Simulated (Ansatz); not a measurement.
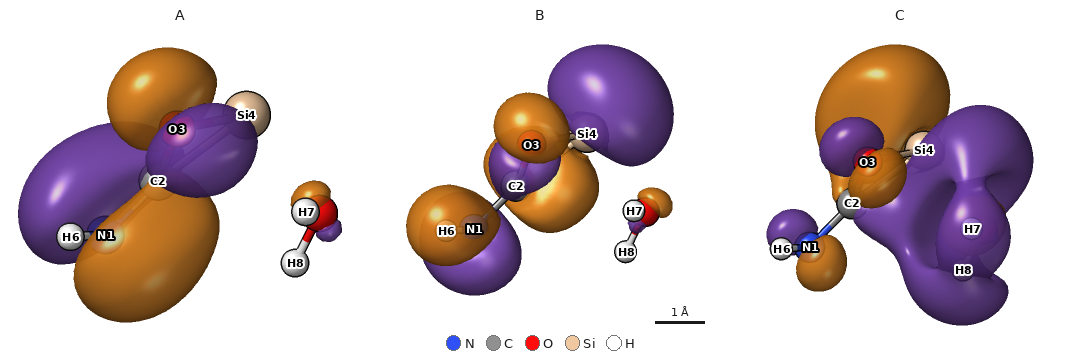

The picture shows: CH₃NO₂Si. Three frontier orbitals at ±0.08 Å⁻³ᐟ² (orange and purple are the two phases), in no order.

Theory: RKS B3LYP/def2-SVP in Ansatz.

```yaml
atoms:
  - { symbol: N, position_ang: [-0.8460, 1.5188, 0.5573] }
  - { symbol: C, position_ang: [0.0705, 0.7565, 0.1381] }
  - { symbol: O, position_ang: [0.8170, -0.2125, 0.7639] }
  - { symbol: Si, position_ang: [1.2504, -0.1532, -0.9787] }
  - { symbol: O, position_ang: [-0.4259, -1.5367, -1.3605] }
  - { symbol: H, position_ang: [-0.9970, 1.3699, 1.5682] }
  - { symbol: H, position_ang: [-0.5170, -2.0086, -0.5130] }
  - { symbol: H, position_ang: [-1.2230, -0.9803, -1.4104] }
```

Question: Which picture is the HOMO−1, the HOMO and the LUMO?

Answer: A is the HOMO−1 (−7.29 eV). It lies mainly on N1 (about 45 %), O3 (about 30 %) and C2 (about 20 %); largely a combination of lone pairs on N1 and O3. B is the HOMO (−6.06 eV). Its weight (Hirshfeld) is mainly on Si4 (about 30 %), N1 (about 30 %), C2 (about 20 %) and O3 (about 15 %). C is the LUMO (−1.19 eV). Its weight (Hirshfeld) is mainly on Si4 (about 60 %), O5 (about 10 %), O3 (about 10 %), H8 (about 5 %) and C2 (about 5 %).

Question: What is the HOMO–LUMO gap?

Answer: 4.87 eV between the orbital energies.
